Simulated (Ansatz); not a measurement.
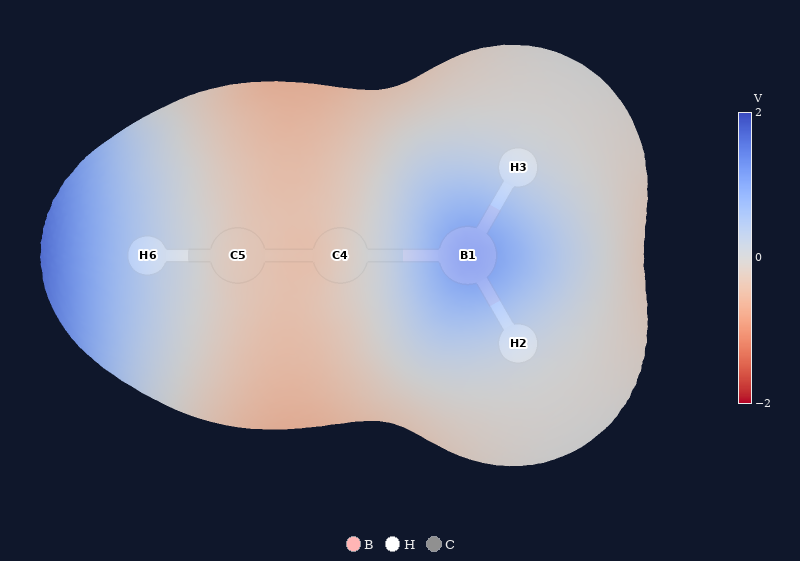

*C2H3B (BH2(CCH)). The molecular electrostatic potential painted on the density surface at 0.001 e/bohr³, seen across its widest extent; red is negative and blue positive.*

Geometry: PBE0-D4/def2-TZVP.

All numbers below come from Ansatz 0.2.0, RKS PBE0-D4/def2-TZVP.

```yaml
atoms:
  - { symbol: B, position_ang: [0.5674, 0.9807, 0.0051] }
  - { symbol: H, position_ang: [1.7569, 0.9784, 0.1023] }
  - { symbol: H, position_ang: [-0.0267, 2.0117, -0.0871] }
  - { symbol: C, position_ang: [-0.1842, -0.3180, -0.0014] }
  - { symbol: C, position_ang: [-0.7899, -1.3650, -0.0069] }
  - { symbol: H, position_ang: [-1.3237, -2.2877, -0.0120] }
```

Q: Where is the surface potential most negative and most positive?

A: The most negative region (about −0.6 V, or −14 kcal/mol for a unit charge) lies over C4 and C5, the most positive (about +1.6 V, or +37 kcal/mol for a unit charge) over H6.
